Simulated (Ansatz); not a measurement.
**Effect of S → Os on CdS**

Base system: CdS in the zinc blende structure (space group F-43m, No. 216; a = 5.9271 Å).

The change: every S is replaced by Os, then cell and atoms are relaxed.

Level of theory: plane-wave PAW DFT at the PBE level (Ansatz, a first-principles code, 420 eV), no SOC, earlier PAW set. Settings: 13×13×13 k-points, 0.05 eV Fermi–Dirac smearing, for the changed cell.

```csv
quantity,base,changed,shift
volume per atom,26.03 Å³,27.42 Å³,+1.39 Å³
density,4.61 g/cm³,9.16 g/cm³,+4.556 g/cm³
lattice parameter a,5.927 Å,6.031 Å,+0.104 Å
space group,F-43m (No. 216),F-43m (No. 216),–
shortest interatomic distance,2.567 Å,2.611 Å,+0.0449 Å
band gap,1.04 eV,zero,–
```

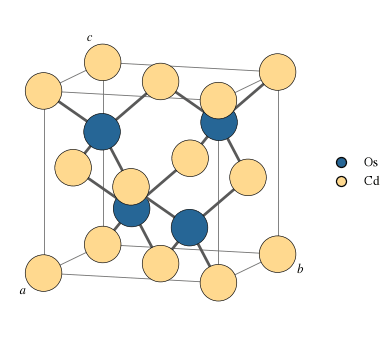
Figure: The relaxed conventional cell after the change

Cost of the whole job for the changed cell (relaxation, final SCF and bands): about 60 core-seconds (a rough figure).

Spin-orbit coupling, missing from the scalar runs, can matter with Os. No phonon test of stability was made. As relaxed here, CdOs is a hypothetical phase, not in the database extracts checked. The final runs are not spin-polarised. CdOs has a high density of states at the Fermi level and may be magnetic at this level.
